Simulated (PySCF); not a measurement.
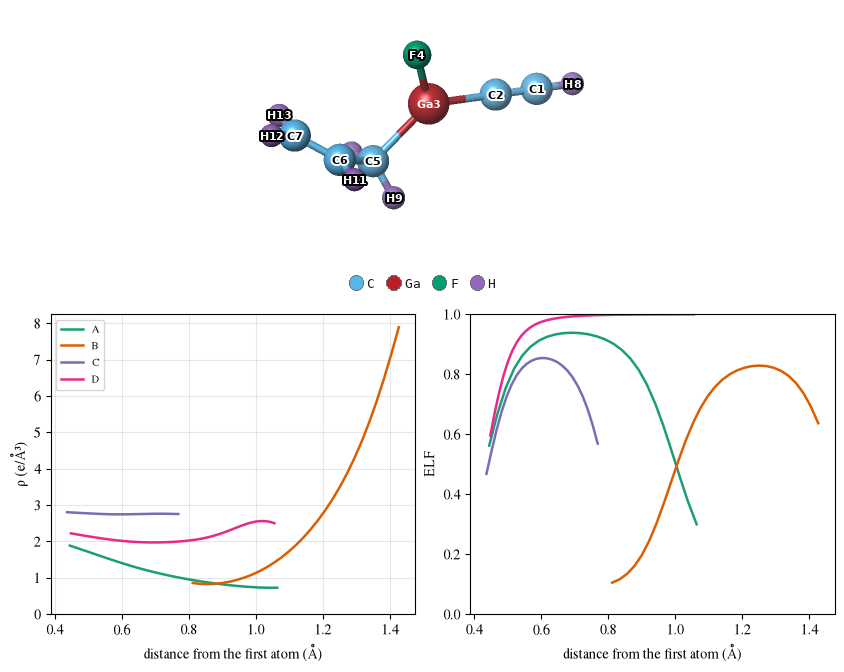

*C₅H₆FGa (SMILES C#[C][Ga]([F])[CH2]C=C). Total electron density and electron localisation function along straight lines between neighbouring atoms. The curves leave out the atomic cores. The structure is drawn too.*

Geometry: GFN2-xTB.

All numbers below come from CAM-B3LYP/def2-SVPD, SCF density, gas phase in PySCF.

The calculation's input:

```
{"job": {"kind": "uv", "xc": "CAM-B3LYP", "basis": "def2-SVPD", "nstates": 8, "ntriplets": 3}, "charge": 0, "multiplicity": 1}
C      3.933009    -0.154133     1.352430
C      2.850561    -0.180319     0.821235
Ga     1.074021    -0.228634    -0.049752
F      1.106371    -1.133749    -1.553574
C     -0.733246     0.624492     0.512801
C     -1.609735     0.675863    -0.677813
C     -2.532275    -0.234326    -0.959709
H      4.881745    -0.133724     1.814088
H     -0.506606     1.613560     0.916935
H     -1.153422    -0.002060     1.303081
H     -1.449530     1.510702    -1.351762
H     -3.152698    -0.159147    -1.835667
H     -2.712583    -1.076632    -0.310020
```

Run with:

```sh
OMP_NUM_THREADS=1 python probes_run.py task.json out
```

**Which curve belongs to which contact (C–C, C–Ga, C–H and Ga–F)? The first atom named is at distance zero.**

Curve A: C–Ga (1.98 Å): ρ is about 0.74 e/Å³ halfway; the ELF peaks at about 0.95 in the valence shell of C, 0.7 Å from its nucleus, and is about 0.55 at the midpoint. Curve B: Ga–F (1.76 Å): ρ at the midpoint is about 0.83 e/Å³; the ELF peaks at about 0.85 in the valence shell of F, 0.5 Å from its nucleus, and is about 0.15 at the midpoint. Curve C: C–C (1.21 Å): ρ at the midpoint is about 2.7 e/Å³; the ELF peaks at about 0.85 between the atoms: a multiple bond. Curve D: C–H (1.06 Å): the density is about 2.1 e/Å³ at the midpoint; the ELF climbs to about 1 towards the hydrogen, as it does in any bond to H; a covalent bond by its length.
